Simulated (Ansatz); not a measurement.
Input

```
crystal:
  periodic: [false, false, false]
  atoms:
    - { symbol: Si, position_ang: [0.0, 0.0, 0.0] }
    - { symbol: H, position_ang: [0.8436, 0.0, 1.4296] }
    - { symbol: O, position_ang: [1.8237, 0.0, 0.457] }
    - { symbol: H, position_ang: [2.14, -0.9521, 0.3404] }
    - { symbol: O, position_ang: [-0.7913, 1.3709, -0.5594] }
    - { symbol: H, position_ang: [-1.7491, 1.1401, -0.7818] }
    - { symbol: O, position_ang: [-0.7913, -1.3709, -0.5594] }
    - { symbol: H, position_ang: [-1.2459, -1.8365, 0.2129] }
basis:
  gaussian: { orbitals: def2-SVP }
hamiltonian:
  xc: pbe
  dispersion: d4
relax:
  f_tol: 0.15
  max_steps: 25
  restrain:
    - { distance: [1, 2], at: 1.01, k: 30.0 }
    - { distance: [0, 1], at: 2.66, k: 30.0 }
    - { distance: [0, 2], at: 2.88, k: 30.0 }
output:
  orbitals: {}
```

Launched as:

```sh
ansatz run input.yaml --threads 1 --pin off --max-ram 2048MiB --backend cpu --events-out ev --progress --plain --runs-dir out
```

The fields are those of the run's last geometry, not of the input's.

Not at a stationary point (largest force 0.8 eV/Å).

The calculation used RKS PBE-D4/def2-SVP in Ansatz.

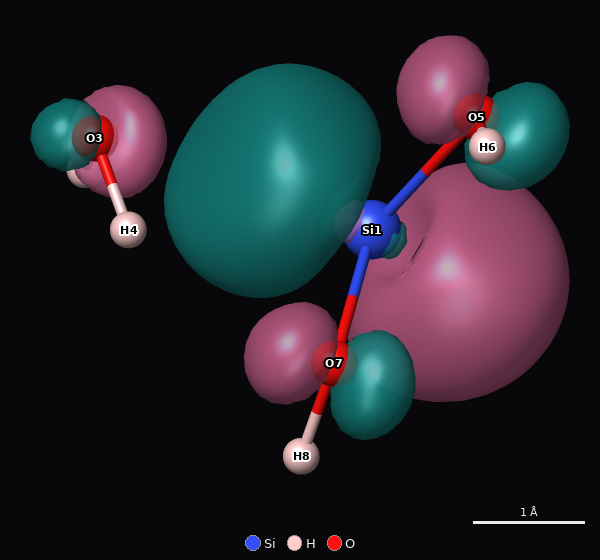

H₂O₂Si···H₂O. One frontier orbital at ±0.15 Å⁻³ᐟ² (teal and pink are the two phases), seen across its widest extent.

### Which orbital is it: HOMO or LUMO?

The LUMO, at −1.77 eV. It lies mainly on Si1 (about 65 %), O5 (about 10 %), O7 (about 10 %) and O3 (about 5 %).
